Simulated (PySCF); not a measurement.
Input

```
{"job": {"kind": "nmr", "xc": "PBE0", "basis": "pcSseg-1"}, "charge": 0, "multiplicity": 1}
Cl     1.286349    -0.009918    -0.109304
C     -0.432927    -0.138426    -0.255674
C     -1.111485    -1.302139    -0.265409
Si    -2.912565    -0.834225    -0.451475
C     -2.530102     1.002636    -0.498047
C     -1.194869     1.128483    -0.379275
H     -0.617118    -2.270161    -0.183344
H     -3.766326    -1.236292     0.707231
H     -3.541273    -1.350663    -1.704904
H     -3.189817     1.867392    -0.591326
H     -0.649491     2.077241    -0.366657
```

Launched as:

```sh
OMP_NUM_THREADS=1 python probes_run.py task.json out
```

Geometry: PBE0-D3(BJ)/def2-SVP.

Computed with PBE0/pcSseg-1, SCF density, gas phase, non-relativistic (PySCF 2.14.0).

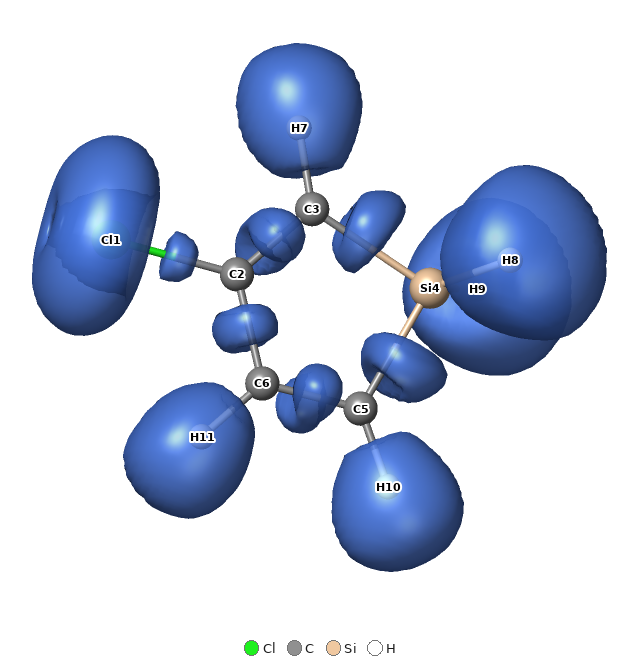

C4H5ClSi. Isosurface of the electron localisation function at 0.8 (blue), seen at a tilt. Core shells and regions of very low density are left out.

Describe the localisation domains.

Answer. At this value the surface marks out three regions between bonded C–C atoms (shared pairs), one region between bonded C–Cl atoms (shared pairs), two regions between bonded C–Si atoms (shared pairs), five regions around hydrogen nuclei and one ring or bowl of non-bonding electrons around Cl.

Values along the shortest contacts:
C–C (1.35 Å): the ELF peaks at about 0.90 between the atoms (localised, covalent bonding). C–Cl (1.73 Å): the ELF peaks at about 0.90 between the atoms; localised, covalent bonding.
